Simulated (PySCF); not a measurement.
# [PH4]+ (SMILES [PH4+]) at NEVPT2(8,8)/STO-6G

Aim: the energy change on altering one bond length of [PH4]+ at NEVPT2(8,8)/STO-6G, from 2 runs. 

The results are computed with PySCF 2.14.0.

15 further runs of the same task are left out: 2 that didn't finish, 13 set aside as unsound or not needed.

**1. The system as given**

The species is [PH4]+ (5 atoms), meant as a singlet with charge +1. As SMILES, `[PH4+]`. The coordinates come from a GFN2-xTB relaxation.

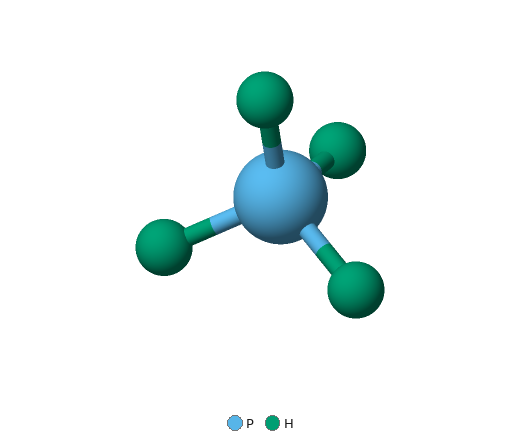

Viewed from a chosen angle; phosphorus blue, hydrogen teal.

**2. The energy at NEVPT2(8,8)/STO-6G**

File job.py:

```python
# phosphonium
import numpy
from pyscf import gto, scf, mp, mcscf, mrpt

molecule = gto.Mole()
molecule.atom = '''
P     -0.000038     0.000000     0.000094
H      2.565228    -0.115897     0.397693
H     -1.166566    -1.920056     1.305820
H     -0.494844    -0.252751    -2.538545
H     -0.903762     2.288723     0.834938
'''
molecule.basis = 'sto-6g'
molecule.charge = 1
molecule.unit = 'bohr'
molecule.spin = 0
molecule.verbose = 4
molecule.max_memory = 1860
molecule.build()

mf = molecule.RHF()
mf.conv_tol = 1e-10
mf.kernel()
if not mf.converged:
    mf = mf.newton().run(mf.mo_coeff, mf.mo_occ)

pt = mp.MP2(scf.addons.convert_to_uhf(mf)).run()
noons, natorbs = mcscf.addons.make_natural_orbitals(pt)
print('natural occupations', numpy.round(noons[:40], 4))
cas = mcscf.CASSCF(mf, 8, 8)
cas.fix_spin_(ss=0.0)
cas.natorb = True
cas.kernel(natorbs)
e_pt2 = mrpt.NEVPT(cas).kernel()
energy = cas.e_tot + e_pt2
print('E = %.10f Eh' % energy)
```

On the command line:

```bash
$ OMP_NUM_THREADS=1 python job.py
```

What it wrote:

```text
PySCF version 2.14.0

[... 51 lines left out ...]
converged SCF energy = -341.662807875133
[... 32 lines left out ...]
sorting_mo_energy = False
[... 18 lines left out ...]
1-step CASSCF converged in   2 macro (  6 JK   2 micro) steps
[... 3 lines left out ...]
Natural orbital (expansion on meta-Lowdin AOs) in CAS space
[... 20 lines left out ...]
CASSCF energy = -341.733954451674
[... 7 lines left out ...]
Natural orbital (expansion on meta-Lowdin AOs) in CAS space
[... 28 lines left out ...]
Nevpt2 Energy = -0.001997434545840
E = -341.7359518862 Eh
```

It took 2.1 s on 1 thread of Arm Neoverse V1, shared host; peak memory 0.16 GiB.

**3. The distorted shape at the same level**

File calc.py:

```python
import numpy
from pyscf import gto, scf, mp, mcscf, mrpt

mol = gto.M(
    atom='''
P    0.052343   0.026747   0.268701
H    1.409823  -0.034583   0.479101
H   -0.564957  -0.989303   0.959661
H   -0.261860  -0.133750  -1.343340
H   -0.425887   1.237887   0.710481
''',
    spin=0,
    max_memory=1860,
    charge=1,
    verbose=3,
    basis='sto-6g',
)

mf = scf.RHF(mol)
mf.conv_tol = 1e-10
mf.kernel()
if not mf.converged:
    mf = mf.newton().run(mf.mo_coeff, mf.mo_occ)

pt = mp.MP2(scf.addons.convert_to_uhf(mf)).run()
noons, natorbs = mcscf.addons.make_natural_orbitals(pt)
print('natural occupations', numpy.round(noons[:40], 4))
cas = mcscf.CASSCF(mf, 8, 8)
cas.fix_spin_(ss=0.0)
cas.natorb = True
cas.kernel(natorbs)
e_pt2 = mrpt.NEVPT(cas).kernel()
energy = cas.e_tot + e_pt2
print(f'total energy: {energy:.8f} hartree')
```

On the command line:

```bash
$ OMP_NUM_THREADS=1 python calc.py
```

What it wrote:

```text
converged SCF energy = -341.630431774698
E(UMP2) = -341.685797001357  E_corr = -0.0553652266595969
E(SCS-UMP2) = -341.695387874258  E_corr = -0.0649560995600423
natural occupations [2.     2.     1.9999 1.9999 1.9999 1.993  1.9871 1.9871 1.9782 0.0209
 0.0118 0.0111 0.0111]
CASSCF energy = -341.712108861585
CASCI E = -341.712108861585  E(CI) = -17.1069985417219  S^2 = 0.0000000
Sr    (-1)',   E = -0.00000000000000
Si    (+1)',   E = -0.00045470412952
Sijrs (0)  ,   E = 0.00000000000000
Sijr  (+1) ,   E = -0.00000000000000
Srsi  (-1) ,   E = -0.00000000000000
Srs   (-2) ,   E = 0.00000000000000
Sij   (+2) ,   E = -0.00145089402095
Sir   (0)' ,   E = -0.00000000000000
Nevpt2 Energy = -0.001905598150470
total energy: -341.71401446 hartree
```

Run time: 2.2 s. Hardware: 1 thread of Arm Neoverse V1, shared host; peak memory 0.16 GiB.

**4. Summary of results**

Level: NEVPT2(8,8)/STO-6G.

```
                                                         quantity          value
                                        first shape: total energy  -341.73595 Eh
                 first shape: HOMO energy (Hartree–Fock orbitals)      -22.62 eV
                 first shape: LUMO energy (Hartree–Fock orbitals)        4.78 eV
               first shape: HOMO–LUMO gap (Hartree–Fock orbitals)       27.40 eV
                                    distorted shape: total energy  -341.71401 Eh
             distorted shape: HOMO energy (Hartree–Fock orbitals)      -20.62 eV
             distorted shape: LUMO energy (Hartree–Fock orbitals)        0.93 eV
           distorted shape: HOMO–LUMO gap (Hartree–Fock orbitals)       21.55 eV
energy change with the P1–H4 bond stretched from 1.375 to 1.650 Å       0.597 eV
```

What this shows: With the P1–H4 bond stretched from 1.375 to 1.650 Å the energy rises by 0.60 eV (57.6 kJ/mol). The first shape isn't relaxed at this level, so the change isn't measured from a minimum. The minimal basis adds a large error of its own. Mulliken charges (distorted shape) of the mean-field density run from +0.06 on H2 to +0.67 on P1; they depend strongly on the basis.
